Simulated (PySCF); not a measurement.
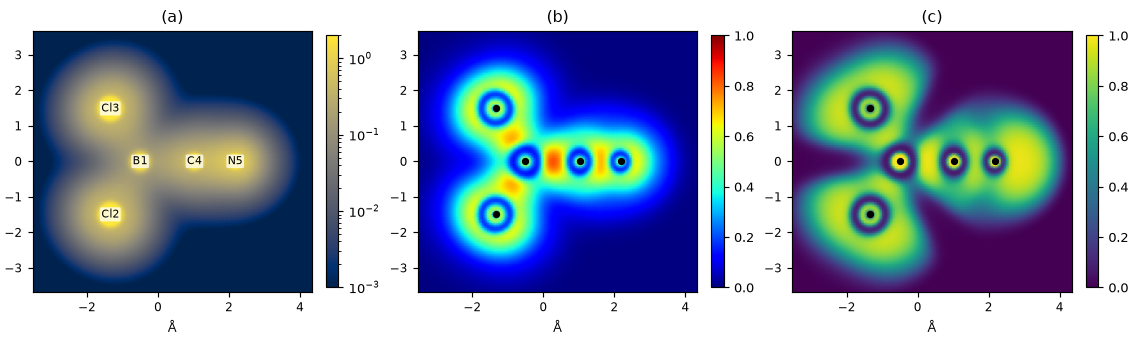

BCl2(CN) (CBCl2N). Three fields in the molecular plane.

Computed with PySCF, BP86/6-31G*, geometry: GFN2-xTB. No frequency check shows the geometry to be a minimum. GFN2-xTB bond lengths at metals and heavier atoms can be off by up to 0.1 Å and shapes distorted, which carries into these values.

Cartesian coordinates (Å):

```
B1       0.0112   -0.0003    0.0000
Cl2     -0.8229   -1.4943    0.0000
Cl3     -0.8313    1.4904    0.0000
C4       1.5415    0.0037    0.0000
N5       2.6881    0.0066    0.0000
```

### The panels show, in some order, the localised orbital locator (LOL), electron density and electron localisation function (ELF). Which is which?

(a) is the electron density: it is positive everywhere and peaks at the nuclei. (b) is the localised orbital locator (LOL): it runs from 0 to 1, peaks where electrons are localised, as in bonds, and fades smoothly outside. (c) is the electron localisation function (ELF): it runs from 0 to 1 and is close to 1 over wide basins that fill the valence regions.
